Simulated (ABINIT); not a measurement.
# Diamond (Fd-3m, 2 atoms a cell): G0W0 in ABINIT against the k mesh

Wanted: the cheapest k mesh that holds the gap of Diamond (Fd-3m, 2 atoms a cell).

Main program and level: ABINIT 10.8.3; PBE and many-body steps on it, plane waves.

## 1. Starting point

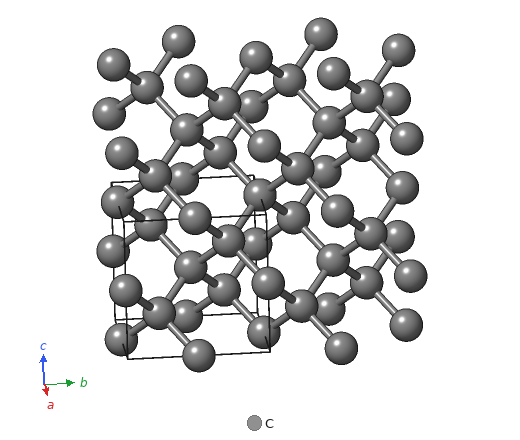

Start, viewed slightly off an axis; carbon grey. 1×2×2 cells are drawn. This picture shows the conventional cell, with its axes. Some periodic images of atoms are drawn too.

The cell and positions come from the Crystallography Open Database and are kept as given unless a step says otherwise.

## 2. Empty states on the mesh, 8×8×8 mesh, 218 bands

This step: ABINIT 10.8.3; DFT, PBE, plane waves, norm-conserving pseudopotentials.

The sums over transitions need many empty states on a uniform mesh; this step solves for them.

run.abi

```
acell 3*1.0 Angstrom
rprim 
  -0.000000000000 1.783370000000 1.783370000000
  1.783370000000 0.000000000000 1.783370000000
  1.783370000000 1.783370000000 0.000000000000
ntypat 1
znucl 6
natom 2
typat 1 1
xred 
  0.000000000000 0.000000000000 -0.000000000000
  0.250000000000 0.250000000000 0.250000000000
pp_dirpath "pseudos"
pseudos "C.upf"
ecut 37
ngkpt 8 8 8
nshiftk 1
shiftk 0 0 0
kptopt 1
chksymbreak 0
irdden 1
istwfk *1
nband 218
prtvol 0
optdriver 6
gwr_task "HDIAGO"
paral_kgb 0
occopt 1
indata_prefix "in"
outdata_prefix "out"
tmpdata_prefix "tmp"
```

Run with:

```
$ OMP_NUM_THREADS=1 mpirun -n 4 abinit run.abi > log
```

Log:

```text
.Version 10.8.3 of ABINIT. v10.8.2 released Aug 2026.

 Symmetries : space group Fd -3 m (#227); Bravais cF (face-center cubic)
[... echo of the input left out ...]
== DATASET  1 ==================================================================
-   mpi_nproc: 4, omp_nthreads: 1 (-1 if OMP is not activated)

--- !DatasetInfo
iteration_state: {dtset: 1, }
dimensions: {natom: 2, nkpt: 29, mband: 218, nsppol: 1, nspinor: 1, nspden: 1, mpw: 869, }
cutoff_energies: {ecut:  37.0, pawecutdg:  -1.0, }
[...]
Indirect band gap semiconductor
 Fundamental gap:     4.190 (eV)
   VBM:    10.293 (eV) at k: [ 0.0000E+00,  0.0000E+00,  0.0000E+00]
   CBM:    14.483 (eV) at k: [ 3.7500E-01,  3.7500E-01,  0.0000E+00]
 Direct gap:         5.626 (eV) at k: [ 0.0000E+00,  0.0000E+00,  0.0000E+00]

== END DATASET(S) ==============================================================
================================================================================

 -outvars: echo values of variables after computation  --------
           etotal      0.0000000000E+00
            nband         218
             nkpt          29
          spgroup         227
 [... the other variables as echoed above ...]

 Calculation completed.
```

Elapsed: 4.5 s, on 4 MPI ranks of AMD EPYC 9R45, shared host; peak memory 0.44 GiB.

Numbers from this step:

```yaml
gap: 4.190 eV
k_of_the_valence_top: 0, 0, 0
k_of_the_conduction_bottom: 0.375, 0.375, 0
least_direct_gap: 5.626 eV
k_points_computed: 29
lowest_point_of_the_top_converged_band_above_the_valence_top: 374.6723 eV
```

On this mesh the gap is 4.190 eV.

The density comes from a self-consistent run that is not shown.

## 3. Empty states on the mesh, 4×4×4 mesh, 64 bands

Edit run.abi of step 2 so:

```diff
@@ -15,3 +15,3 @@
 ecut 37
-ngkpt 8 8 8
+ngkpt 4 4 4
 nshiftk 1
@@ -22,3 +22,3 @@
 istwfk *1
-nband 218
+nband 64
 prtvol 0
```

Log:

```text
[banner, memory and clock lines left out]
.Version 10.8.3 of ABINIT. v10.8.2 released Aug 2026.

 Symmetries : space group Fd -3 m (#227); Bravais cF (face-center cubic)
[... echo of the input left out ...]
== DATASET  1 ==================================================================
-   mpi_nproc: 4, omp_nthreads: 1 (-1 if OMP is not activated)

--- !DatasetInfo
iteration_state: {dtset: 1, }
dimensions: {natom: 2, nkpt: 8, mband: 64, nsppol: 1, nspinor: 1, nspden: 1, mpw: 869, }
cutoff_energies: {ecut:  37.0, pawecutdg:  -1.0, }
[...]
Integrated=    8.0000E+00

 === KS gaps after direct diagonalization ===
 Indirect band gap semiconductor
 Fundamental gap:     4.490 (eV)
   VBM:    10.293 (eV) at k: [ 0.0000E+00,  0.0000E+00,  0.0000E+00]
   CBM:    14.783 (eV) at k: [ 2.5000E-01,  2.5000E-01,  0.0000E+00]
 Direct gap:         5.626 (eV) at k: [ 0.0000E+00,  0.0000E+00,  0.0000E+00]

== END DATASET(S) ==============================================================

 -outvars: echo values of variables after computation  --------
           etotal      0.0000000000E+00
            nband          64
             nkpt           8
          spgroup         227
 [... the other variables as echoed above ...]

 Calculation completed.
```

Elapsed: 1.6 s, on 4 MPI ranks; peak memory 0.11 GiB; 5.7 s of CPU time.

Numbers from this step:

- gap: 4.490 eV
- k of the valence top: 0, 0, 0
- k of the conduction bottom: 0.25, 0.25, 0
- least direct gap: 5.626 eV
- k points computed: 8
- lowest point of the top converged band, above the valence top: 121.9261 eV

On this mesh the gap is 4.490 eV.

## 4. Empty states on the mesh, 6×6×6 mesh, 64 bands

Edit run.abi of step 3 so:

```diff
@@ -15,3 +15,3 @@
 ecut 37
-ngkpt 4 4 4
+ngkpt 6 6 6
 nshiftk 1
```

Log:

```text
[banner, memory and clock lines left out]
.Version 10.8.3 of ABINIT. v10.8.2 released Aug 2026.

 Symmetries : space group Fd -3 m (#227); Bravais cF (face-center cubic)
[... echo of the input left out ...]
== DATASET  1 ==================================================================
-   mpi_nproc: 4, omp_nthreads: 1 (-1 if OMP is not activated)

--- !DatasetInfo
iteration_state: {dtset: 1, }
dimensions: {natom: 2, nkpt: 16, mband: 64, nsppol: 1, nspinor: 1, nspden: 1, mpw: 869, }
cutoff_energies: {ecut:  37.0, pawecutdg:  -1.0, }
[...]
Integrated=    8.0000E+00

 === KS gaps after direct diagonalization ===
 Indirect band gap semiconductor
 Fundamental gap:     4.207 (eV)
   VBM:    10.293 (eV) at k: [ 0.0000E+00,  0.0000E+00,  0.0000E+00]
   CBM:    14.500 (eV) at k: [ 3.3333E-01,  3.3333E-01,  0.0000E+00]
 Direct gap:         5.626 (eV) at k: [ 0.0000E+00,  0.0000E+00,  0.0000E+00]

== END DATASET(S) ==============================================================

 -outvars: echo values of variables after computation  --------
           etotal      0.0000000000E+00
            nband          64
             nkpt          16
          spgroup         227
 [... the other variables as echoed above ...]

 Calculation completed.
```

Elapsed: 2.2 s, on 4 MPI ranks; peak memory 0.11 GiB.

This step gave:

```yaml
gap: 4.207 eV
k_of_the_valence_top: 0, 0, 0
k_of_the_conduction_bottom: 0.3333, 0.3333, 0
least_direct_gap: 5.626 eV
k_points_computed: 16
lowest_point_of_the_top_converged_band_above_the_valence_top: 121.9261 eV
```

On this mesh the gap is 4.207 eV.

## 5. Empty states on the mesh, 10×10×10 mesh, 64 bands

Edit run.abi of step 4 so:

```diff
@@ -15,3 +15,3 @@
 ecut 37
-ngkpt 6 6 6
+ngkpt 10 10 10
 nshiftk 1
```

Log:

```text
[banner, memory and clock lines left out]
.Version 10.8.3 of ABINIT. v10.8.2 released Aug 2026.

 Symmetries : space group Fd -3 m (#227); Bravais cF (face-center cubic)
[... echo of the input left out ...]
== DATASET  1 ==================================================================
-   mpi_nproc: 4, omp_nthreads: 1 (-1 if OMP is not activated)

--- !DatasetInfo
iteration_state: {dtset: 1, }
dimensions: {natom: 2, nkpt: 47, mband: 64, nsppol: 1, nspinor: 1, nspden: 1, mpw: 869, }
cutoff_energies: {ecut:  37.0, pawecutdg:  -1.0, }
[...]
Integrated=    8.0000E+00

 === KS gaps after direct diagonalization ===
 Indirect band gap semiconductor
 Fundamental gap:     4.229 (eV)
   VBM:    10.293 (eV) at k: [ 0.0000E+00,  0.0000E+00,  0.0000E+00]
   CBM:    14.522 (eV) at k: [ 4.0000E-01,  4.0000E-01,  0.0000E+00]
 Direct gap:         5.626 (eV) at k: [ 0.0000E+00,  0.0000E+00,  0.0000E+00]

== END DATASET(S) ==============================================================

 -outvars: echo values of variables after computation  --------
           etotal      0.0000000000E+00
            nband          64
             nkpt          47
          spgroup         227
 [... the other variables as echoed above ...]

 Calculation completed.
```

The job ended after 4.5 s (4 MPI ranks; peak memory 0.31 GiB).

Numbers from this step:

```yaml
gap: 4.229 eV
k_of_the_valence_top: 0, 0, 0
k_of_the_conduction_bottom: 0.4, 0.4, 0
least_direct_gap: 5.626 eV
k_points_computed: 47
lowest_point_of_the_top_converged_band_above_the_valence_top: 121.9261 eV
```

On this mesh the gap is 4.229 eV.

## 6. Empty states on the mesh, 14×14×14 mesh, 64 bands

Edit run.abi of step 5 so:

```diff
@@ -15,3 +15,3 @@
 ecut 37
-ngkpt 10 10 10
+ngkpt 14 14 14
 nshiftk 1
```

Log:

```text
[banner, memory and clock lines left out]
.Version 10.8.3 of ABINIT. v10.8.2 released Aug 2026.

 Symmetries : space group Fd -3 m (#227); Bravais cF (face-center cubic)
[... echo of the input left out ...]
== DATASET  1 ==================================================================
-   mpi_nproc: 4, omp_nthreads: 1 (-1 if OMP is not activated)

--- !DatasetInfo
iteration_state: {dtset: 1, }
dimensions: {natom: 2, nkpt: 104, mband: 64, nsppol: 1, nspinor: 1, nspden: 1, mpw: 869, }
cutoff_energies: {ecut:  37.0, pawecutdg:  -1.0, }
[...]
Integrated=    8.0000E+00

 === KS gaps after direct diagonalization ===
 Indirect band gap semiconductor
 Fundamental gap:     4.186 (eV)
   VBM:    10.293 (eV) at k: [ 0.0000E+00,  0.0000E+00,  0.0000E+00]
   CBM:    14.478 (eV) at k: [ 3.5714E-01,  3.5714E-01,  0.0000E+00]
 Direct gap:         5.626 (eV) at k: [ 0.0000E+00,  0.0000E+00,  0.0000E+00]

== END DATASET(S) ==============================================================

 -outvars: echo values of variables after computation  --------
           etotal      0.0000000000E+00
            nband          64
             nkpt         104
          spgroup         227
 [... the other variables as echoed above ...]

 Calculation completed.
```

Wall time 8.6 s (4 MPI ranks); peak memory 0.38 GiB.

Numbers from this step:

```
gap                                                           : 4.186 eV
k of the valence top                                          : 0, 0, 0
k of the conduction bottom                                    : 0.3571, 0.3571, 0
least direct gap                                              : 5.626 eV
k points computed                                             : 104
lowest point of the top converged band, above the valence top : 121.9261 eV
```

On this mesh the gap is 4.186 eV.

## 7. Screening, 4×4×4 mesh, 56 bands, screening to 261.2 eV

The RPA dielectric matrix is built and inverted for each q.

This step: RPA screening on PBE, plane waves, norm-conserving pseudopotentials.

Edit run.abi of step 6 so:

```diff
@@ -15,3 +15,3 @@
 ecut 37
-ngkpt 14 14 14
+ngkpt 4 4 4
 nshiftk 1
@@ -20,10 +20,11 @@
 chksymbreak 0
-irdden 1
 istwfk *1
-nband 64
-prtvol 0
-optdriver 6
-gwr_task "HDIAGO"
-paral_kgb 0
 occopt 1
+irdwfk 1
+optdriver 3
+nband 56
+ecuteps 9.6
+inclvkb 2
+awtr 1
+symchi 1
 indata_prefix "in"
```

Log:

```text
.Version 10.8.3 of ABINIT. v10.8.2 released Aug 2026.

 Symmetries : space group Fd -3 m (#227); Bravais cF (face-center cubic)
[... echo of the input left out ...]
== DATASET  1 ==================================================================
-   mpi_nproc: 4, omp_nthreads: 1 (-1 if OMP is not activated)

--- !DatasetInfo
iteration_state: {dtset: 1, }
dimensions: {natom: 2, nkpt: 8, mband: 56, nsppol: 1, nspinor: 1, nspden: 1, mpw: 869, }
cutoff_energies: {ecut:  37.0, pawecutdg:  -1.0, }
electrons: {nelect:   8.00000000E+00, charge:   0.00000000E+00, occopt:   1.00000000E+00, tsmear:   1.00000000E-02, }

 SCREENING: Calculation of the susceptibility and dielectric matrices

 Based on a program developped by R.W. Godby, V. Olevano, G. Onida, and L. Reining.
 Incorporated in ABINIT by V. Olevano, G.-M. Rignanese, and M. Torrent.
.Using double precision arithmetic ; gwpc =  8

[... cell and pseudopotentials left out ...]
--------------------------------------------------------------------------------

 ==== K-mesh for the wavefunctions ====
 Number of points in the irreducible wedge :     8
[... list of points left out ...]
 Together with 48 symmetry operations and time-reversal symmetry
 yields    64 points in the full Brillouin Zone.

 ==== Q-mesh for the screening function ====
 Number of points in the irreducible wedge :     8
[... list of points left out ...]
 Together with 48 symmetry operations and time-reversal symmetry
 yields    64 points in the full Brillouin Zone.

 setmesh: FFT mesh size selected  =    20x   20x   20
          total number of points  =         8000

 vcoul_init : cutoff-mode = AUXILIARY_FUNCTION
 q-points for optical limit:   1
     1)      0.000010    0.000020    0.000030

- screening: taking advantage of time-reversal symmetry
- Maximum band index for partially occupied states nbvw = 4
- Remaining bands to be divided among processors   nbcw = 52
- Number of bands treated by each node ~13

 Number of electrons calculated from density =    8.0000; Expected =    8.0000
 average of density, n =  0.104505
 r_s =    1.3170
 omega_plasma =   31.1835 [eV]

 calculating chi0 at frequencies [eV] :
  1    0.000000E+00    0.000000E+00
  2    0.000000E+00    3.118352E+01

--------------------------------------------------------------------------------
  q-point number  1        q = ( 0.000000, 0.000000, 0.000000) [r.l.u.]
--------------------------------------------------------------------------------
[... chi0 elements left out ...]
 For q-point:  0.000010 0.000020 0.000030
  dielectric constant =   6.8874
  dielectric constant without local fields =   7.4214

  Average fulfillment of the sum rule on Im[epsilon] for q-point    1 :     85.36  [%]
[... wings left out ...]
  q-point number  2        q = ( 0.250000, 0.000000, 0.000000) [r.l.u.]
--------------------------------------------------------------------------------
[... chi0 elements left out ...]
  Average fulfillment of the sum rule on Im[epsilon] for q-point    2 :     94.61  [%]

 [... 6 further q-points ...]
```

Elapsed: 1.6 s, on 4 MPI ranks; peak memory 0.09 GiB.

Numbers from this step:

```
ε∞ with local fields, on this mesh, along the program's q direction : 6.887
the same without local fields                                       : 7.421
plasma frequency                                                    : 31.18 eV
plane waves in the screening matrix                                 : 113
```

Local fields lower ε∞ by 7 %. On a Γ-centred mesh this coarse the value itself is usually too large, while a short band sum pulls it down.

## 8. 4×4×4

This step: G0W0 on PBE, plane waves, norm-conserving pseudopotentials.

Edit run.abi of step 7 so:

```diff
@@ -23,8 +23,17 @@
 irdwfk 1
-optdriver 3
+optdriver 4
 nband 56
+gwcalctyp 0
+ecutsigx 37
+symsigma 1
+nkptgw 2
+kptgw 
+  0.0000000000 0.0000000000 0.0000000000
+  0.2500000000 0.2500000000 0.0000000000
+bdgw 
+  2 7
+  3 6
 ecuteps 9.6
-inclvkb 2
-awtr 1
-symchi 1
+irdscr 1
+ppmodel 1
 indata_prefix "in"
```

Log:

```text
.Version 10.8.3 of ABINIT. v10.8.2 released Aug 2026.

 Symmetries : space group Fd -3 m (#227); Bravais cF (face-center cubic)
[... echo of the input left out ...]
== DATASET  1 ==================================================================
-   mpi_nproc: 4, omp_nthreads: 1 (-1 if OMP is not activated)

--- !DatasetInfo
iteration_state: {dtset: 1, }
dimensions: {natom: 2, nkpt: 8, mband: 56, nsppol: 1, nspinor: 1, nspden: 1, mpw: 869, }
cutoff_energies: {ecut:  37.0, pawecutdg:  -1.0, }
electrons: {nelect:   8.00000000E+00, charge:   0.00000000E+00, occopt:   1.00000000E+00, tsmear:   1.00000000E-02, }

 SIGMA: Calculation of the GW corrections

 Based on a program developped by R.W. Godby, V. Olevano, G. Onida, and L. Reining.
 Incorporated in ABINIT by V. Olevano, G.-M. Rignanese, and M. Torrent.
.Using double precision arithmetic ; gwpc =  8

[... cell and pseudopotentials left out ...]
--------------------------------------------------------------------------------

 ==== K-mesh for the wavefunctions ====
 Number of points in the irreducible wedge :     8
[... list of points left out ...]
 Together with 48 symmetry operations and time-reversal symmetry
 yields    64 points in the full Brillouin Zone.

 ==== Q-mesh for screening function ====
 Number of points in the irreducible wedge :     8
[... list of points left out ...]
 Together with 48 symmetry operations and time-reversal symmetry
 yields    64 points in the full Brillouin Zone.

 vcoul_init : cutoff-mode = AUXILIARY_FUNCTION
 q-points for optical limit:   1
     1)      0.000010    0.000020    0.000030
 setmesh: FFT mesh size selected  =    32x   32x   32
          total number of points  =        32768

 Number of electrons calculated from density =    8.0000; Expected =    8.0000
 average of density, n =  0.104505
 r_s =    1.3170
 omega_plasma =   31.1835 [eV]

 === KS Band Gaps ===
  >>>> For spin  1
   Minimum direct gap =   5.6255 [eV], located at k-point      :   0.0000  0.0000  0.0000
   Fundamental gap    =   4.4903 [eV], Top of valence bands at :   0.0000  0.0000  0.0000
                                       Bottom of conduction at :   0.2500  0.2500  0.0000
 SIGMA fundamental parameters:
 PLASMON POLE MODEL  1
 number of plane-waves for SigmaX                  869
 number of plane-waves for SigmaC and W            113
 number of plane-waves for wavefunctions           869
 number of bands                                    56
 number of independent spin polarizations            1
 number of spinorial components                      1
 number of k-points in IBZ                           8
 number of q-points in IBZ                           8
 number of symmetry operations                      48
 number of k-points in BZ                           64
 number of q-points in BZ                           64
 number of frequencies for dSigma/dE                 9
 frequency step for dSigma/dE [eV]                0.25
 number of omega for Sigma on real axis              0
 max omega for Sigma on real axis  [eV]           0.00
 zcut for avoiding poles [eV]                     0.10

 EPSILON^-1 parameters (SCR file):
 dimension of the eps^-1 matrix on file            113
 dimension of the eps^-1 matrix used               113
 number of plane-waves for wavefunctions           869
 number of bands                                    56
 number of q-points in IBZ                           8
 number of frequencies                               2
 number of real frequencies                          1
 number of imag frequencies                          1

 matrix elements of self-energy operator (all in [eV])

 Perturbative Calculation

--- !SelfEnergy_ee
iteration_state: {dtset: 1, }
kpoint     : [   0.000,    0.000,    0.000, ]
spin       : 1
KS_gap     :    5.626
QP_gap     :    7.363
Delta_QP_KS:    1.738
data: !SigmaeeData |
     Band     E0 <VxcDFT>   SigX SigC(E0)      Z dSigC/dE  Sig(E)    E-E0       E
        2  10.293 -16.974 -19.537   1.873   0.829  -0.206 -17.546  -0.572   9.720
        3  10.293 -16.974 -19.537   1.873   0.829  -0.206 -17.546  -0.572   9.720
        4  10.293 -16.974 -19.537   1.873   0.829  -0.206 -17.546  -0.572   9.720
        5  15.918 -15.644  -9.255  -4.987   0.831  -0.204 -14.479   1.165  17.083
        6  15.918 -15.644  -9.255  -4.987   0.831  -0.204 -14.479   1.165  17.083
        7  15.918 -15.644  -9.255  -4.987   0.831  -0.204 -14.479   1.165  17.083

--- !SelfEnergy_ee
iteration_state: {dtset: 1, }
kpoint     : [   0.250,    0.250,    0.000, ]
spin       : 1
KS_gap     :    8.621
QP_gap     :   10.236
Delta_QP_KS:    1.615
data: !SigmaeeData |
     Band     E0 <VxcDFT>   SigX SigC(E0)      Z dSigC/dE  Sig(E)    E-E0       E
        3   6.162 -16.146 -19.995   2.866   0.821  -0.218 -16.954  -0.808   5.354
        4   6.162 -16.146 -19.995   2.866   0.821  -0.218 -16.954  -0.808   5.354
        5  14.783 -14.681  -8.857  -4.859   0.837  -0.195 -13.874   0.807  15.590
        6  20.608 -13.615  -6.655  -6.066   0.829  -0.206 -12.874   0.740  21.348

== END DATASET(S) ==============================================================
================================================================================

 -outvars: echo values of variables after computation  --------
           etotal      0.0000000000E+00
            nband          56
             nkpt           8
          spgroup         227
 [... the other variables as echoed above ...]

 Calculation completed.
```

It took 1.9 s on 4 MPI ranks; peak memory 0.11 GiB.

Numbers from this step:

```
G0W0 gap on the points computed              : 5.870 eV
starting gap on the mesh                     : 4.490 eV
k of the valence top                         : 0, 0, 0
k of the conduction bottom                   : 0.25, 0.25, 0
Z at the valence top                         : 0.829
Z at the conduction bottom                   : 0.837
least direct G0W0 gap on the computed points : 7.363 eV
```

(Part 1 of 3 ends here.)

[Paths, hosts, dates, memory and timing lines, banners, echoed tables and standing remarks are left out of the program output.]

[Logs are printed without paths, hosts, clocks, repeated set-up lines and the standing remarks that a program may print on its own settings, such as how far it seeks lower states.]

[Runs of the session that timed out or met a known fault of the program may be left out.]

[Hosts, paths, dates, database ids (printed as entryN), source tags and the programs' standing remarks are cut or masked in the printed files.]

[G0W0 gaps are taken among the corrected bands and points alone; a level outside them can change the order at an edge.]

[Where Ansatz stands beside ABINIT at settings called matched, ABINIT's density can come from a denser mesh and the files from another edition; pairs whose starting gaps differed by over 0.03 eV were left out, so agreement reads better than it is.]
